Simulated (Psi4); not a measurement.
# GaClF (SMILES [F][Ga][Cl]): UBP86/def2-SVP (sweep point 8)

What is the vertical ionisation energy of GaClF at UBP86/def2-SVP (sweep point 8)? 

The results are computed with Psi4 1.11.

2 further runs of the same task are left out: 2 for a known fault of the program.

### Step 1. The molecule

GaClF: 3 atoms, total charge 0, spin state doublet. As SMILES, `[F][Ga][Cl]`. Geometry: relaxed at PBE0-D4/def2-TZVP.

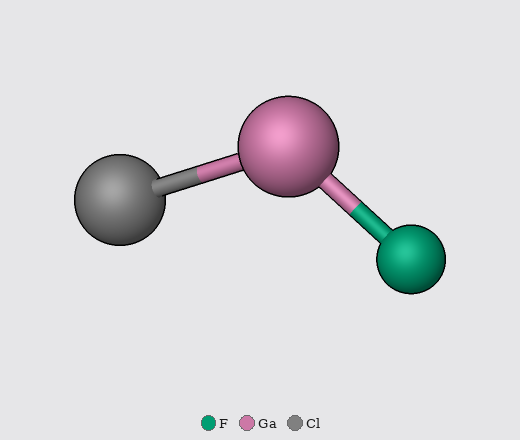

Viewed from a chosen angle; fluorine teal, gallium pink, chlorine grey.

### Step 2. The energy at UBP86/def2-SVP (sweep point 8)

The input, input.in:

```
memory 1.6 GB

molecule {
  0 2
  F     -2.68548980     0.55916996    -1.42636528
  Ga     0.12547781     1.22756609     0.21202727
  Cl     2.53960294    -1.90919030     1.18920465
  units au
  symmetry c1
}

set basis def2-SVP
set reference uks
set puream true
set scf_type pk
set dft_radial_points 99
set dft_spherical_points 590
set maxiter 150

energy('bp86')
```

Command:

```bash
$ psi4 -n 1 input.in input.out
```

input.out:

```text
[...]
  Running in c1 symmetry.
[...]
  Nuclear repulsion =  237.378679143771194
[...]
  Multiplicity = 2
[...]
  Nalpha       = 29
  Nbeta        = 28
[...]
    Number of basis functions: 64
[...]
   @UKS iter   1: -2482.63526273389789   -1.16580e+00   4.11976e-02 ADIIS/DIIS
[...]
   @UKS iter  12: -2484.79259694161829   -2.18415e-09   9.82146e-08 DIIS
[...]
   @S^2 Observed:                7.516236386E-01
[...]
    Orbital Energies [Eh]
    ---------------------
    Alpha Occupied:
       1A   -371.065008     2A   -100.705539     3A    -45.383057
       4A    -40.238999     5A    -40.237273     6A    -40.235968
       7A    -24.264199     8A     -9.189671     9A     -7.018589
      10A     -7.010783    11A     -7.010126    12A     -5.317271
      13A     -3.649651    14A     -3.644878    15A     -3.641728
      16A     -1.027389    17A     -0.796588    18A     -0.782631
      19A     -0.780728    20A     -0.780721    21A     -0.773864
      22A     -0.733989    23A     -0.433919    24A     -0.367133
      25A     -0.341984    26A     -0.338686    27A     -0.299383
      28A     -0.295579    29A     -0.226913
    Alpha Virtual:
[...]
  @UKS Final Energy: -2484.79259694161829
   => Energetics <=
    Nuclear Repulsion Energy =            237.3786791437711940
    One-Electron Energy =               -3931.1132014897871159
    Two-Electron Energy =                1323.0224302579779305
    DFT Exchange-Correlation Energy =    -114.0805048535804218
    Empirical Dispersion Energy =           0.0000000000000000
    VV10 Nonlocal Energy =                  0.0000000000000000
    Total Energy =                      -2484.7925969416182852
[...]
 Multipole Moments:
 ------------------------------------------------------------------------------------
     Multipole            Electronic (a.u.)      Nuclear  (a.u.)        Total (a.u.)
 ------------------------------------------------------------------------------------
 L = 1.  Multiply by 2.5417464519 to convert [e a0] to [Debye]
 Dipole X            :         -1.0545778            1.4061565            0.3515787
 Dipole Y            :          3.1590255           -2.5881039            0.5709217
 Dipole Z            :         -0.0000000           -0.0000000           -0.0000000
 Magnitude           :                                                    0.6704917
[...]
```

Run time: 5.7 s. Hardware: 1 thread of Intel Xeon Platinum 8488C (Sapphire Rapids), shared host; peak memory 0.48 GiB.

### Step 3. The singlet cation

The input, calc.in:

```
memory 1600 MB

molecule mol {
  1 1
  F     -2.68548980     0.55916996    -1.42636528
  Ga     0.12547781     1.22756609     0.21202727
  Cl     2.53960294    -1.90919030     1.18920465
  units bohr
  symmetry c1
}

set {
  basis                def2-SVP
  puream               true
  scf_type             pk
  dft_radial_points    99
  dft_spherical_points 590
}

e, wfn = energy("bp86", return_wfn=True)
```

Command:

```bash
$ psi4 -n 1 calc.in calc.out
```

calc.out:

```text
[...]
  Running in c1 symmetry.
[...]
  Nuclear repulsion =  237.378679143771194
[...]
  Multiplicity = 1
[...]
  Nalpha       = 28
  Nbeta        = 28
[...]
    Number of basis functions: 64
[...]
   @RKS iter   1: -2481.96711066230728   -4.97649e-01   4.19771e-02 ADIIS/DIIS
[...]
   @RKS iter  13: -2484.43795339225790   -3.23439e-08   4.77625e-07 DIIS
[...]
    Orbital Energies [Eh]
    ---------------------
    Doubly Occupied:
       1A   -371.383352     2A   -100.983129     3A    -45.698506
       4A    -40.554527     5A    -40.553578     6A    -40.550946
       7A    -24.536745     8A     -9.464572     9A     -7.296887
      10A     -7.283857    11A     -7.283576    12A     -5.633126
      13A     -3.964138    14A     -3.962476    15A     -3.955707
      16A     -1.288920    17A     -1.101835    18A     -1.095920
      19A     -1.094340    20A     -1.091602    21A     -1.082916
      22A     -0.997812    23A     -0.692478    24A     -0.623838
      25A     -0.593745    26A     -0.591828    27A     -0.544156
      28A     -0.541318
[...]
  @RKS Final Energy: -2484.43795339225790
   => Energetics <=
    Nuclear Repulsion Energy =            237.3786791437711940
    One-Electron Energy =               -3914.6213223376234964
    Two-Electron Energy =                1306.5273222026162330
    DFT Exchange-Correlation Energy =    -113.7226324010214569
    Empirical Dispersion Energy =           0.0000000000000000
    VV10 Nonlocal Energy =                  0.0000000000000000
    Total Energy =                      -2484.4379533922578958
[...]
 Multipole Moments:
 ------------------------------------------------------------------------------------
     Multipole            Electronic (a.u.)      Nuclear  (a.u.)        Total (a.u.)
 ------------------------------------------------------------------------------------
 L = 1.  Multiply by 2.5417464519 to convert [e a0] to [Debye]
 Dipole X            :         -0.7477304            1.4061565            0.6584262
 Dipole Y            :          3.7139701           -2.5881039            1.1258662
 Dipole Z            :         -0.0000000           -0.0000000           -0.0000000
 Magnitude           :                                                    1.3042621
[...]
```

It took 4.8 s on 1 thread of Intel Xeon Platinum 8488C (Sapphire Rapids), shared host; peak memory 0.48 GiB.

### Step 4. Results

At UBP86/def2-SVP (sweep point 8):

```
                                          quantity           value
                       doublet GaClF: total energy  -2484.79260 Eh
                      doublet GaClF: dipole moment          1.70 D
 doublet GaClF: HOMO energy (highest over α and β)        -6.17 eV
  doublet GaClF: LUMO energy (lowest over α and β)        -5.09 eV
                               doublet GaClF: ⟨S²⟩           0.752
                      singlet cation: total energy  -2484.43795 Eh
                       singlet cation: HOMO energy       -14.73 eV
                       singlet cation: LUMO energy       -13.07 eV
                     singlet cation: HOMO–LUMO gap         1.66 eV
vertical ionisation energy (to the singlet cation)        9.650 eV
```

What this shows: Removing an electron at fixed nuclei costs 9.65 eV (223 kcal/mol). Only the singlet of the ionised species was computed; a triplet could lie lower.
